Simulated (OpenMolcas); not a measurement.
# PH2: single-point calculation (part 2 of 2)

The same run, continued: PH2, multiplicity 4, SMILES [PH2]; HF/pcseg-0, ROHF (OpenMolcas 26.06). The geometry is that of the parent species in another charge or spin state. The geometry comes from this level: PBE0-D4/def2-TZVP.

Geometry of the input (Å):
```
P  0.5257  -0.3094  0.2582
H  0.1146  1.0515  0.1767
H  -0.6404  -0.7421  -0.4350
```

Log, continued
```
                            P1                      H2                      H3
                     alpha        beta       alpha        beta       alpha        beta
      1s           2.9240      2.6749      0.7257      0.3611      0.7257      0.3611
      2px          1.7773      1.1272      0.0000      0.0000      0.0000      0.0000
      2pz          1.9447      1.0598      0.0000      0.0000      0.0000      0.0000
      2py          1.9026      1.4158      0.0000      0.0000      0.0000      0.0000
      Total        8.5486      6.2778      0.7257      0.3611      0.7257      0.3611
      Total             14.8264                  1.0868                  1.0868

      Charge            0.1736                 -0.0868                 -0.0868

      Total electronic charge=   17.000000

      Total            charge=   -0.000000
--

++    Molecular orbitals:
      -------------------

      Title: Natural orbitals

      Molecular orbitals for symmetry species 1: a

          Orbital            1         2         3         4         5         6         7         8         9        10
          Energy          -79.9381   -7.4270   -5.4549   -5.5016   -5.4611   -0.5332   -0.8290   -0.3046   -0.1943    0.0506
          Occ. No.          2.0000    2.0000    2.0000    2.0000    2.0000    1.9998    1.9990    1.0000    1.0000    1.0000

          Orbital           11        12        13        14        15        16        17
          Energy            0.5547    0.8000    0.9124    0.5586    0.9698    0.6994    0.7022
          Occ. No.          0.0010    0.0002    0.0000    0.0000    0.0000    0.0000    0.0000

--

++    Molecular properties:
      ---------------------

      Charge (e):
                      =   -0.0000
      Dipole Moment (debye):
      Origin of the operator (angstrom)=    0.4775   -0.2810    0.2345
                   X=  1.2424E+00               Y= -7.3131E-01               Z=  6.1020E-01           Total=  1.5655E+00
      Quadrupole Moment (debye*angstrom):
      Origin of the operator (angstrom)=    0.4775   -0.2810    0.2345
                  XX= -1.6765E+01              XY= -6.7678E-01              XZ= -1.1021E+00              YY= -1.8714E+01
                  YZ= -7.8484E-01              ZZ= -1.5605E+01
      In traceless form (debye*angstrom)
                  XX=  3.9410E-01              XY= -1.0152E+00              XZ= -1.6531E+00              YY= -2.5290E+00
                  YZ= -1.1773E+00              ZZ=  2.1349E+00
--

--- Stop Module: scf /rc=_RC_ALL_IS_WELL_ ---

--- Start Module: rasscf ---

                                              &RASSCF

                       available to each process: 1.9 GB of memory, 1 thread

      Header of the ONEINT file:
      --------------------------

      OrdInt status: non-squared

      Cartesian coordinates in angstrom:
      -----------------------------------------------------
      No.  Label        X            Y            Z
      -----------------------------------------------------
       1   P1         0.52573000  -0.30937000   0.25821000
       2   H2         0.11464000   1.05149000   0.17675000
       3   H3        -0.64037000  -0.74212000  -0.43497000
      -----------------------------------------------------
      Nuclear repulsion energy =   11.40838568

++    Wave function specifications:
      -----------------------------

      Number of closed shell electrons          14
      Number of electrons in active shells       3
      Max number of holes in RAS1 space          0
      Max nr of electrons in RAS3 space          0
      Number of inactive orbitals                7
      Number of active orbitals                  3
      Number of secondary orbitals               7
      Spin quantum number                      1.5
      State symmetry                             1
--

++    Orbital specifications:
      -----------------------

      Symmetry species                           1
                                                 a
      Frozen orbitals                            0
      Inactive orbitals                          7
      Active orbitals                            3
      RAS1 orbitals                              0
      RAS2 orbitals                              3
      RAS3 orbitals                              0
      Secondary orbitals                         7
      Deleted orbitals                           0
      Number of basis functions                 17
--

++    CI expansion specifications:
      ----------------------------

      Number of CSFs                             1
      Number of determinants                     1
      Number of root(s) required                 1
      Root chosen for geometry opt.              1
      CI root used                               1

      highest root included in the CI            1
      max. size of the explicit Hamiltonian      1
--

++    Optimization specifications:
      ----------------------------

      RASSCF algorithm: Conventional
      Maximum number of macro iterations       200
      Maximum number of SX iterations          100
      Threshold for RASSCF energy            1.000E-08
      Threshold for max MO rotation          1.000E-01
      Threshold for max BLB element          1.000E-04
      Level shift parameter                  5.000E-01
      Make Quasi-Newton update
--

      The MO-coefficients are taken from the file:
      step1.UnaOrb
      Title:UHF natural orbitals

      Total molecular charge    0.00

      ************************************************************************************************************************
      *                                            Wave function control section                                             *
      ************************************************************************************************************************

                                         RASSCF iterations: Energy and convergence statistics
                                         ----------------------------------------------------

          iter iter root      energy       change     param      element    value   shift minimum  type update hh:mm:ss
 Nr of preliminary CI iterations:   1
        1   1    7    1  -341.17278499    0.00E+00  -2.99E-03    8  11 1  2.82E-03*  0.27   0.00    SX    NO    0:00:00
        2   1    7    1  -341.17281191   -2.69E-05*  1.49E-03    8  11 1  1.38E-03*  0.27   0.00    SX    NO    0:00:00
        3   1    7    1  -341.17281916   -7.25E-06*  7.83E-04    8  11 1  7.24E-04*  0.27   0.00    SX    NO    0:00:00
        4   1    6    1  -341.17282144   -2.27E-06* -4.47E-04    8  11 1  4.00E-04*  0.27   0.00    SX    NO    0:00:00
        5   1    6    1  -341.17282220   -7.63E-07* -6.29E-04    8  11 1  2.28E-04*  0.27   2.41    LS   YES    0:00:00
        6   1    5    1  -341.17282260   -3.97E-07*  4.81E-05    6  12 1 -5.12E-05   0.27   1.00    QN   YES    0:00:00
        7   1    5    1  -341.17282260   -7.93E-09   3.69E-05    6  12 1 -2.23E-05   0.27   1.71    QN   YES    0:00:00
      Convergence after  7 iterations
        8   1    5    1  -341.17282261   -1.75E-09   3.69E-05    7  11 1 -3.10E-06   0.27   1.71    QN   YES    0:00:00

      ************************************************************************************************************************
                                                      Wave function printout:
                       occupation of active orbitals, and spin coupling of open shells (u,d: Spin up or down)
      ************************************************************************************************************************

      Note: transformation to natural orbitals
      has been made, which may change the order of the CSFs.

      printout of CI-coefficients larger than  0.05 for root  1
      energy=    -341.172823
      conf/sym  111     Coeff  Weight
             1  uuu   1.00000 1.00000

      Natural orbitals and occupation numbers for root  1
      sym 1:   1.000000   1.000000   1.000000

      ************************************************************************************************************************
      *                                                    Final results                                                     *
      ************************************************************************************************************************

++    Final optimization conditions:
      ------------------------------

      Average CI energy                            -341.17282261
      RASSCF energy for state  1                   -341.17282261
      Super-CI energy                                -0.00000000
      RASSCF energy change                           -0.00000000
      Max change in MO coefficients              -7.397E-05
      Max non-diagonal density matrix element     3.691E-05
      Maximum BLB matrix element                 -3.103E-06
      (orbital pair   7,  11 in symmetry   1)
      Norm of electronic gradient            4.496E-06
--

      Final state energy(ies):
      ------------------------

::    RASSCF root number  1 Total energy:   -341.17282261
      Von Neumann Entropy (Root   1) =  1.50000

      Mulliken population analysis for root number:  1
      -----------------------------------------------

++    Molecular charges:
      ------------------

      Mulliken charges per centre
      ---------------------------

                P1      H2      H3
      Total   14.8238  1.0881  1.0881

      N-E      0.1762 -0.0881 -0.0881

      Total electronic charge=   17.000000

      Total            charge=   -0.000000
--

      Expectation values of various properties for root number:  1
      -----------------------------------------------------------

++    Molecular properties:
      ---------------------

      Charge (e):
                      =   -0.0000
      Dipole Moment (debye):
      Origin of the operator (angstrom)=    0.4775   -0.2810    0.2345
                   X=  1.2516E+00               Y= -7.3670E-01               Z=  6.1471E-01           Total=  1.5771E+00
      Quadrupole Moment (debye*angstrom):
      Origin of the operator (angstrom)=    0.4775   -0.2810    0.2345
                  XX= -1.6789E+01              XY= -6.6615E-01              XZ= -1.1139E+00              YY= -1.8728E+01
                  YZ= -7.8043E-01              ZZ= -1.5611E+01
      In traceless form (debye*angstrom)
                  XX=  3.8058E-01              XY= -9.9922E-01              XZ= -1.6709E+00              YY= -2.5280E+00
                  YZ= -1.1706E+00              ZZ=  2.1474E+00
--

      Mulliken spin population analysis for root number:  1
      ---------------------------------------------------

++    Molecular charges:
      ------------------

      Mulliken spin population per centre
      ---------------------------

                P1      H2      H3
      Total    2.3365  0.3318  0.3317

      Total electronic spin=    3.000000
--

      Canonical orbitals are written to the RASORB file
      Natural orbitals for root   1 are written to the RASORB.1 file
      Spin density orbitals for root   1 are written to the SPDORB.1 file

--- Stop Module: rasscf /rc=_RC_ALL_IS_WELL_ ---

.##################.
.# Happy landing! #.
.##################.

    Timing: Wall=1.45 User=1.09 System=0.34
```

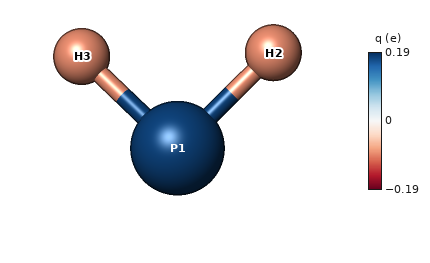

**Figure 1.** Mulliken charges, as the colour of each atom (ball-and-stick view, seen at a tilt; atoms are numbered from 1 in the order of the input). By element: P +0.18 and H −0.09 e.

Key numbers

```csv
quantity,value
outcome,converged
total energy,−341.172823 hartree
basis functions,17
dipole moment,1.58 debye
hardware,"1 thread of Intel Xeon (Granite Rapids), 64 GiB of memory available, shared host"
wall time,1.6 s
peak memory,0.37 GiB
```
